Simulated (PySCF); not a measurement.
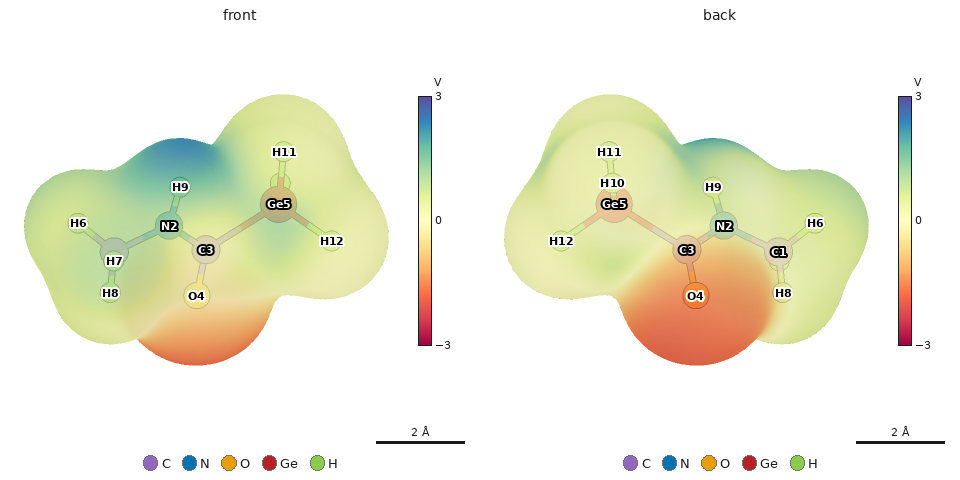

Figure 1: C2H7GeNO (SMILES CN[C](=O)[GeH3]). The molecular electrostatic potential painted on the density surface at 0.002 e/bohr³, seen from the front and from behind; the colour scale runs from red (negative) to blue (positive).

Geometry: GFN2-xTB.

The calculation used PBE0/def2-SVPD, SCF density, gas phase (PySCF 2.14.0).

Input

```
{"job": {"kind": "uv", "xc": "PBE0", "basis": "def2-SVPD", "nstates": 8, "ntriplets": 3}, "charge": 0, "multiplicity": 1}
C     -2.081380     0.106099    -0.176986
N     -0.651670     0.300351    -0.248082
C      0.235125    -0.493257     0.376196
O     -0.075627    -1.446768     1.056257
Ge     2.154358    -0.013520     0.110073
H     -2.496771    -0.072883    -1.170293
H     -2.568042     0.978190     0.263288
H     -2.260170    -0.764148     0.452149
H     -0.307530     1.074379    -0.796707
H      2.878889    -1.078536    -0.643555
H      2.312614     1.271373    -0.662062
H      2.861403     0.138036     1.413695
```

Run with:

```sh
OMP_NUM_THREADS=1 python probes_run.py task.json out
```

**Describe the electrostatic potential map.**

The most negative region (about −1.9 V, or −44 kcal/mol for a unit charge) lies over O4, the most positive (about +2.3 V, or +53 kcal/mol for a unit charge) over H9. O4 is the likeliest acceptor of a hydrogen bond.
